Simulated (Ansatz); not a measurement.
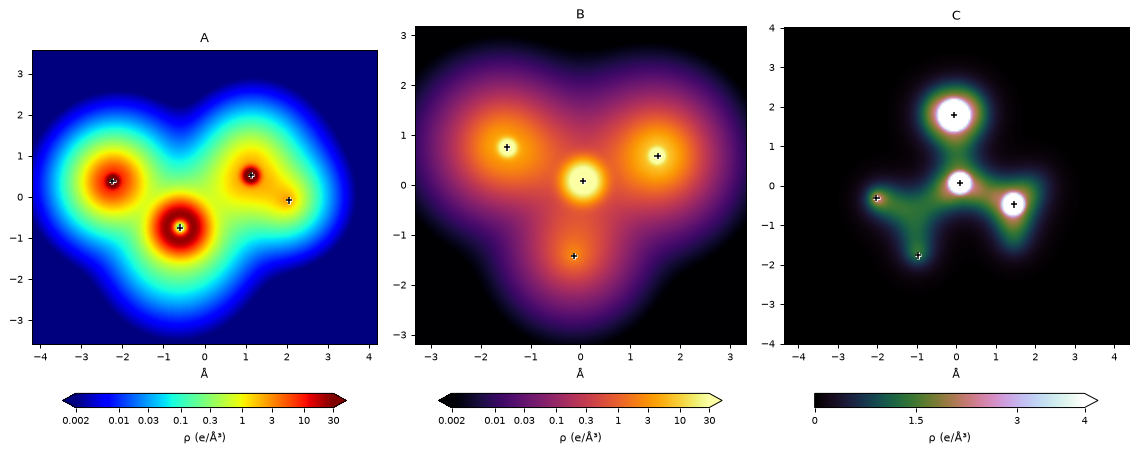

The electron density of 3 systems, each on a plane through atoms (crosses mark nuclei in the plane).

Level of theory: isolated molecule in a Gaussian basis; Kohn-Sham density functional theory, functional PBE0 (Ansatz 0.2.0).

System 1: CH6OSn (SMILES [CH3][SnH2][OH]), the plane of atoms C1, Sn3 and O2. Geometry: PBE0-D3(BJ)/def2-SVP; core potentials replace the inner electrons of Sn.

```xyz
9

C    -0.7205   -0.8313   -0.4955
O     2.6437   -0.5970   -0.2482
Sn    1.1668   -1.7736   -0.8940
H    -0.8114    0.1018   -1.0693
H    -1.5425   -1.5045   -0.7794
H    -0.7982   -0.6034    0.5767
H     1.3859   -2.0534   -2.5793
H     1.3981   -3.1952    0.0283
H     2.7596    0.1817   -0.8031
```

System 2: HNOSi (charge −1, doublet), the molecular plane. Geometry: PBE0-D3(BJ)/def2-SVPD.

```tsv
atom	x (Å)	y (Å)	z (Å)
N	1.8478	0.3633	0.2776
O	-1.1407	0.0396	0.5664
Si	0.3553	-0.3762	0.3344
H	0.6029	-1.8526	0.0830
```

System 3: C3H5Cl2 (SMILES C[C](Cl)CCl) (doublet), the plane of atoms C3, C2 and Cl4. Geometry: B3LYP-D3(BJ)/def2-SVP.

```xyz
10

C     0.1227    2.1794   -0.4645
C     1.0396    1.0082   -0.4923
C     2.1717    0.9123   -1.4183
Cl    0.4186   -0.4847    0.1376
Cl    1.5954    0.6185   -3.1703
H    -0.3963    2.2618    0.5021
H     0.6822    3.1089   -0.6537
H    -0.6493    2.0901   -1.2536
H     2.7326    1.8546   -1.4664
H     2.8403    0.0754   -1.1888
```

Match each panel to its system.

Panel A is system 1, CH6OSn: the plane holds C, O, Sn and H. Sn–O (2.00 Å): ρ at the midpoint is about 0.77 e/Å³. Panel B is system 2, HNOSi: the plane holds N, O, Si and H. Si–O (1.57 Å): ρ at the midpoint is about 1.4 e/Å³. Panel C is system 3, C3H5Cl2: the plane holds C, Cl and H. C–C (1.47 Å): ρ at the midpoint is about 1.9 e/Å³.
